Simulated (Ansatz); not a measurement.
**H2NO (SMILES N[O]) at 6 levels**

Wanted: a comparison of 6 runs (U-r2SCAN/STO-3G, U-wB97M-V/STO-3G, U-wB97X/STO-3G, UPBE/STO-3G, UCCSDT(Q)/STO-3G, UCCSDTQ/STO-3G) of H2NO. 

The results are computed with Ansatz 0.2.0.

54 further runs of the same task are left out: 4 that didn't finish, 50 set aside as unsound or not needed.

## 1. Starting point

H2NO: 4 atoms, total charge 0, spin state doublet. As SMILES, `N[O]`. The O2–N1 distance was set to 1.916 Å, away from the relaxed value.

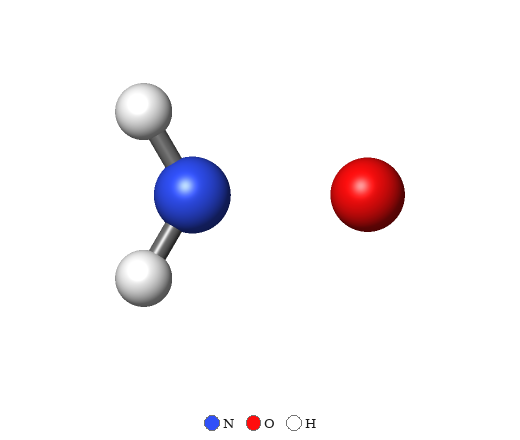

Viewed from a chosen angle; nitrogen blue, oxygen red, hydrogen white.

## 2. The energy at U-r2SCAN/STO-3G (run 1)

job.yaml

```yaml
crystal:
  periodic: [false, false, false]
  atoms:
    - {symbol: "N", position_ang: [-0.424837, -0.116953, -0.571233]}
    - {symbol: O, position_ang: [0.804330, 0.357230, 0.819800]}
    - {symbol: H, position_ang: [-1.378137, 0.232447, -0.513773]}
    - {symbol: H, position_ang: [-0.230537, -0.946913, -1.125843]}
basis:
  gaussian: {orbitals: STO-3G}
magnetization: {spin_polarized: true, initial_magnetization: 1}
hamiltonian: {xc: {name: r2SCAN}}
accuracy: high
```

On the command line:

```
$ ansatz run job.yaml --threads 1 --pin off --max-ram 2610MiB --events-out events.jsonl --progress --plain --runs-dir runs
```

The log of the run:

```text
Warning: RAYON_NUM_THREADS=1 ignored (pool sized by the plan → 1); use --threads N
Functional definition: r2SCAN
  name "r2SCAN"
  parameter k0 = 0.174
  parameter k1 = 0.065
  parameter a1 = 4.9479
  exchange = r2scan_x(k0 = k0, k1 = k1, a1 = a1)
  correlation = r2scan_c
186 factors; integrals over basis functions are off by at most 4.5e-8 eV
mean field evaluation 1: about -3513.3835 eV, gradient 6.4e0 eV
mean field evaluation 2: about -3511.0265 eV, gradient 2.1e1 eV
mean field evaluation 4: about -3513.6978 eV, gradient 1.3e0 eV
mean field evaluation 8: about -3513.6741 eV, gradient 2.6e-1 eV
mean field evaluation 16: about -3513.7242 eV, gradient 7.8e-2 eV
mean field evaluation 32: about -3513.5387 eV, gradient 2.3e0 eV
mean field -3513.72175988 eV, -129.1268929894 hartree, gradient 4.5e-8 eV, S^2 1.024081; 7 other end points of the search recorded, 0 dependent functions left out
reference -3513.72176045 eV, -129.1268930103 hartree; 9, 8 occupied and 3, 4 virtual orbitals, 186 factors
Total energy: -3513.72176045 eV, -129.1268930103 hartree
```

It took 3.3 s on 1 thread of Arm Neoverse V2, shared host; peak memory 0.17 GiB.

## 3. A single-point energy at U-wB97M-V/STO-3G (run 2)

in.yaml

```yaml
crystal:
  periodic: [false, false, false]
  atoms:
    - {symbol: N, position_ang: [-0.424837, -0.116953, -0.571233]}
    - {symbol: O, position_ang: [0.804330, 0.357230, 0.819800]}
    - {symbol: H, position_ang: [-1.378137, 0.232447, -0.513773]}
    - {symbol: H, position_ang: [-0.230537, -0.946913, -1.125843]}
basis:
  gaussian:
    orbitals: STO-3G
magnetization:
  spin_polarized: true
  initial_magnetization: 1
hamiltonian:
  xc: {name: wB97M-V}
accuracy: high
```

On the command line:

```
$ ansatz run in.yaml --threads 1 --pin off --max-ram 2610MiB --events-out events.jsonl --progress --plain --runs-dir runs
```

The log of the run, cut to the lines that bear on the results:

```text
Warning: RAYON_NUM_THREADS=1 ignored (pool sized by the plan → 1); use --threads N
Functional definition: wB97M-V
  name "wB97M-V"
[...]
  gx(w, u) = 1 - cx + cx01*u + cx10*w
  gss(w, u) = css00 + css04*u^4 + css10*w + css20*w^2 + css43*w^4*u^3
  gos(w, u) = cos00 + cos10*w + (cos20 + cos21*u)*w^2 + (cos60 + cos61*u)*w^6
[...]
      + integral(e_c_pw_mod_opposite_spin*gos(b97_w_opposite, b97_u_opposite)) + vv10(b, c)
186 factors; integrals over basis functions are off by at most 4.5e-8 eV
109 factors; integrals over basis functions are off by at most 1.7e-9 eV
[...]
mean field -3514.59303802 eV, -129.1589118706 hartree, gradient 8.1e-8 eV, S^2 1.045399; 6 other end points of the search recorded, 0 dependent functions left out
reference -3514.59303972 eV, -129.1589119329 hartree; 9, 8 occupied and 3, 4 virtual orbitals, 186 factors
Total energy: -3514.59303972 eV, -129.1589119329 hartree
```

Wall time 16 s (1 thread of Arm Neoverse V2, shared host); peak memory 0.35 GiB.

Runs 3 to 5 aren't shown in full; the table further down has their settings and results.

## 4. The energy at UCCSDTQ/STO-3G (run 6)

in.yaml, as its differences from that of step 3:

```diff
@@ -8,9 +8,6 @@
 basis:
-  gaussian:
-    orbitals: STO-3G
-magnetization:
-  spin_polarized: true
-  initial_magnetization: 1
-hamiltonian:
-  xc: {name: wB97M-V}
+  gaussian: {orbitals: STO-3G}
+correlation: {method: ccsdtq, frozen_orbitals: {H: 0, "N": 1, O: 1}}
 accuracy: high
+scf: {omitted_lower_state_checks: [cluster_reference, increment]}
+magnetization: {spin_polarized: true, initial_magnetization: 1}
```

On the command line:

```
$ ansatz run in.yaml --threads 1 --pin off --max-ram 2610MiB --events-out events.jsonl --progress --plain --runs-dir runs
```

The log of the run:

```text
Warning: RAYON_NUM_THREADS=1 ignored (pool sized by the plan → 1); use --threads N
[... 18 lines left out ...]
2 core orbitals not correlated: weight in the atoms' cores, before any rotation towards them, 1.000 or more for the frozen orbitals, at most 0.000 for the correlated occupied ones
[... 79 lines left out ...]
Total energy: -3501.31695372 eV, -128.6710247715 hartree
Checks for a lower state left out: cluster_reference, increment
```

Wall time 25 s (1 thread of Arm Neoverse V2, shared host); peak memory 0.24 GiB.

## 5. All runs side by side

| run | level | frozen core orbitals | energy (Eh) | ⟨S²⟩ | wall time |
| --- | --- | --- | --- | --- | --- |
| 1 | U-r2SCAN/STO-3G | – | -129.126893 | 1.024 | 3.3 s |
| 2 | U-wB97M-V/STO-3G | – | -129.158912 | 1.045 | 16 s |
| 3 | U-wB97X/STO-3G | – | -129.153050 | 1.194 | 8.4 s |
| 4 | UPBE/STO-3G | – | -129.038062 | 0.886 | 2.4 s |
| 5 | UCCSDT(Q)/STO-3G | 2 | -128.671073 | 1.650 | 1 s |
| 6 | UCCSDTQ/STO-3G | 2 | -128.671025 | 1.650 | 25 s |

## 6. What came out

| quantity | value |
| --- | --- |
| run 6: total energy | -128.67102 Eh |
| run 6: correlation energy (2 core orbitals frozen) | -68.2 mEh |
| run 6: ⟨S²⟩ of the reference determinant | 1.650 |
| run 6: T1 diagnostic | 0.107 |

What this shows: Totals of different functionals can't be ranked against each other. In runs 1, 2, 3, 4, 5, 6 the basis is minimal, so the values are rough. Spin contamination of the reference: run 5 ⟨S²⟩ = 1.65, run 6 ⟨S²⟩ = 1.65, run 3 ⟨S²⟩ = 1.19, run 2 ⟨S²⟩ = 1.05, run 1 ⟨S²⟩ = 1.02, run 4 ⟨S²⟩ = 0.89. Where it is this large, the reference is a mixture of spin states, and values that rest on it are in doubt. All runs together took 57 s, the longest 25 s.
